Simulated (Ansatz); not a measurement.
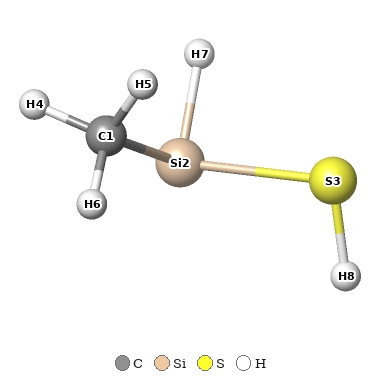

The system is CH₅SSi, SMILES C[SiH-]S, charge −1; the picture shows the reference structure. First axis: angle C1–Si2–S3. Second axis: dihedral C1–Si2–S3–H8. Nothing is relaxed (all other coordinates rigid). Grid: 13 × 12 points. All energies are given in kJ/mol relative to the lowest grid point. The calculation used RKS PBE0-D4/def2-SVPD in Ansatz 0.2.0.

Its coordinates:

```xyz
8

C    -0.6114    0.8781   -0.4248
Si    1.0234   -0.2006   -0.3792
S     0.3292   -1.7879    1.1449
H    -0.3810    1.8565   -0.8868
H    -1.0551    1.0679    0.5674
H    -1.3807    0.3957   -1.0510
H     1.7156    0.6385    0.7193
H     0.3599   -2.8483    0.3101
```

Range: angle C1–Si2–S3 from 73.2 to 123.2°; dihedral C1–Si2–S3–H8 from −180 to 150°.

**Predict the map.**

The lowest grid point is at angle C1–Si2–S3 = 98.2°, dihedral C1–Si2–S3–H8 = 120°. There is a further well near angle C1–Si2–S3 = 98.2°, dihedral C1–Si2–S3–H8 = −60° (3.6 kJ/mol above the lowest at that grid point). The highest grid point, angle C1–Si2–S3 = 73.2°, dihedral C1–Si2–S3–H8 = 0°, lies 112 kJ/mol above the lowest. On the interpolated surface the easiest way out of the lowest well to the well at about angle C1–Si2–S3 = 99°, dihedral C1–Si2–S3–H8 = −50° passes a barrier of about 16 kJ/mol. Round the minimum the valley is somewhat tilted: raising angle C1–Si2–S3 shifts the best value of dihedral C1–Si2–S3–H8 downwards (coupling k₁₂/√(k₁₁k₂₂) about 0.2).

| dihedral C1–Si2–S3–H8 ↓, angle C1–Si2–S3 → | 73.2 | 77.4 | 81.6 | 85.7 | 89.9 | 94.1 | 98.2 | 102.4 | 106.6 | 110.7 | 114.9 | 119.1 | 123.2 |
| --- | --- | --- | --- | --- | --- | --- | --- | --- | --- | --- | --- | --- | --- |
| 150 | 59 | 36 | 21 | 11 | 5 | 3 | 4 | 7 | 12 | 19 | 27 | 37 | 49 |
| 120 | 74 | 46 | 26 | 14 | 5 | 1 | 0 | 1 | 5 | 11 | 18 | 27 | 38 |
| 90 | 86 | 54 | 33 | 18 | 9 | 4 | 2 | 3 | 7 | 12 | 19 | 28 | 38 |
| 60 | 90 | 58 | 37 | 24 | 15 | 11 | 10 | 12 | 16 | 21 | 29 | 39 | 50 |
| 30 | 99 | 65 | 42 | 28 | 20 | 17 | 16 | 19 | 23 | 30 | 38 | 49 | 60 |
| 0 | 112 | 70 | 44 | 28 | 18 | 14 | 13 | 16 | 20 | 27 | 35 | 45 | 57 |
| −30 | 105 | 63 | 37 | 21 | 11 | 6 | 5 | 7 | 11 | 17 | 25 | 34 | 45 |
| −60 | 90 | 56 | 34 | 19 | 10 | 5 | 4 | 5 | 8 | 13 | 21 | 29 | 40 |
| −90 | 92 | 61 | 39 | 25 | 16 | 11 | 9 | 10 | 14 | 19 | 26 | 35 | 45 |
| −120 | 89 | 60 | 40 | 27 | 20 | 16 | 15 | 17 | 22 | 28 | 36 | 46 | 57 |
| −150 | 71 | 47 | 31 | 21 | 16 | 14 | 15 | 19 | 25 | 33 | 42 | 53 | 65 |
| −180 | 56 | 35 | 22 | 14 | 9 | 9 | 10 | 15 | 21 | 29 | 38 | 49 | 62 |

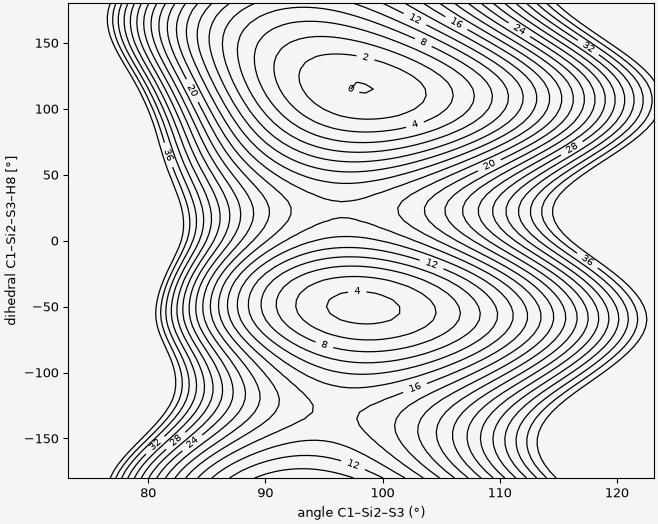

The picture shows contour lines labelled in kJ/mol (none above 38). Between grid points the surface is interpolated.

The whole map (156 points run) took 10 min on 1 thread of Arm Neoverse V2 (shared host).
